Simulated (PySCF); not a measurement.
BCl: excited-state calculation

- system: BCl
- method: TDDFT PBE0/aug-cc-pVDZ, vertical, gas phase, core orbitals frozen in the response (PySCF 2.14.0)

The geometry comes from this level: PBE0-D3(BJ)/def2-SVP.

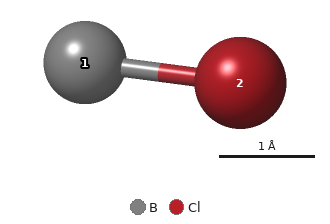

*The input geometry (ball-and-stick view, seen at a tilt; atoms are numbered from 1 in the order of the input).*

**Key numbers**

| quantity | value |
| --- | --- |
| outcome | converged |
| total energy | −484.801519 hartree |
| HOMO | −7.52 eV |
| LUMO | −1.93 eV |
| dipole moment | 1.54 D |
| mean polarisability | 32.56 a.u. |
| lowest singlet excitation | 4.46 eV |
| hardware | 1 CPU thread, shared host |
| wall time | 0.76 s |
| peak memory | 0.26 GiB |

**Input**
```
{"job": {"kind": "uv", "xc": "PBE0", "basis": "aug-cc-pVDZ"}, "charge": 0, "multiplicity": 1}
B      0.883217    -0.085780     0.008674
Cl    -0.833497    -0.001930    -0.030894
```

The first line tells a small driver script what to run in PySCF; the rest is the geometry in Å.

Launch command:
```bash
OMP_NUM_THREADS=1 python <driver script> task.json out
```

**Output**
```
coarse grid: 2712 points
cycle   1  E = -484.7824901784  dE =  1.096e-01  |g| = 1.566e-01  |ddm| = 2.237e+00
cycle   2  E = -484.7744435437  dE =  8.047e-03  |g| = 2.238e-01  |ddm| = 7.825e-01
cycle   3  E = -484.7908296817  dE = -1.639e-02  |g| = 1.235e-02  |ddm| = 4.444e-01
cycle   4  E = -484.7908859983  dE = -5.632e-05  |g| = 1.749e-03  |ddm| = 2.310e-02
cycle   5  E = -484.7908870249  dE = -1.027e-06  |g| = 6.272e-04  |ddm| = 4.960e-03
final grid: 22960 points
cycle   6  E = -484.8015185466  dE = -3.468e-06  |g| = 8.211e-04  |ddm| = 2.460e-02
cycle   7  E = -484.8015187589  dE = -2.123e-07  |g| = 4.114e-04  |ddm| = 4.658e-03
cycle   8  E = -484.8015188153  dE = -5.641e-08  |g| = 2.013e-04  |ddm| = 1.653e-03
cycle   9  E = -484.8015188284  dE = -1.303e-08  |g| = 2.585e-05  |ddm| = 3.828e-04
cycle  10  E = -484.8015188286  dE = -2.090e-10  |g| = 5.352e-06  |ddm| = 6.572e-05
```

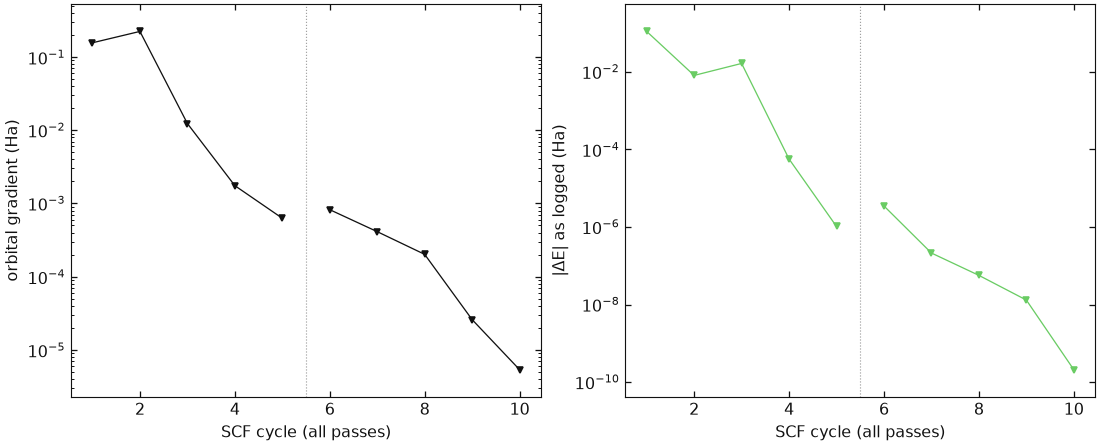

*Convergence of the self-consistent field: orbital gradient and size of the energy change against the SCF cycle. The dotted line marks the change from a coarse to the final integration grid.*

The first 5 cycles use a coarse grid, the final grid takes over at cycle 6, and the field converges after 10 cycles in all.

```
converged SCF energy = -484.8015188286

Static polarisability (au): isotropic 32.558, principal 28.646 28.646 40.381

Singlet excitations
state   eV       nm        f      main configurations
  1   4.4635    277.8   0.06389   H->L+1 0.58, H->L 0.41
  2   4.4635    277.8   0.06388   H->L 0.58, H->L+1 0.41
  3   6.9569    178.2   0.05604   H->L+2 0.97
  4   7.2065    172.0   0.00000   H-1->L 0.45, H-2->L+1 0.45
  5   7.3498    168.7   0.00000   H-2->L+1 0.43, H-1->L 0.43
  6   7.3498    168.7   0.00000   H-2->L 0.43, H-1->L+1 0.43
  7   7.4168    167.2   0.20720   H->L+3 0.97
  8   7.5106    165.1   0.05109   H->L+4 0.95
  9   7.5106    165.1   0.05110   H->L+5 0.95
 10   8.2464    150.3   0.01786   H->L+6 0.73, H-2->L 0.10, H-1->L+1 0.10

Triplet excitations (Tamm-Dancoff, eV): 2.1666 2.1666 6.4799 6.5514
```

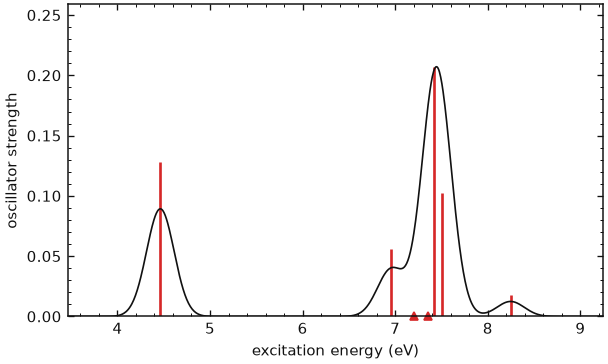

*Computed excitations as sticks (degenerate states added up, dark ones marked on the axis), with a Gaussian envelope of 0.35 eV full width at half maximum, scaled to the tallest.*

Of the 10 states the lowest lies at 4.46 eV (f = 0.064); the strongest line is at 7.42 eV, or 167 nm (f = 0.207).

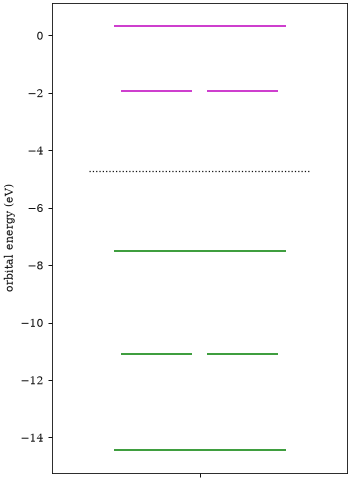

*Orbital energies near the frontier; the dotted line parts filled from empty levels, and levels within 0.02 eV of each other stand side by side.*

Highest filled −7.52 eV, lowest empty −1.93 eV, 5.59 eV apart.
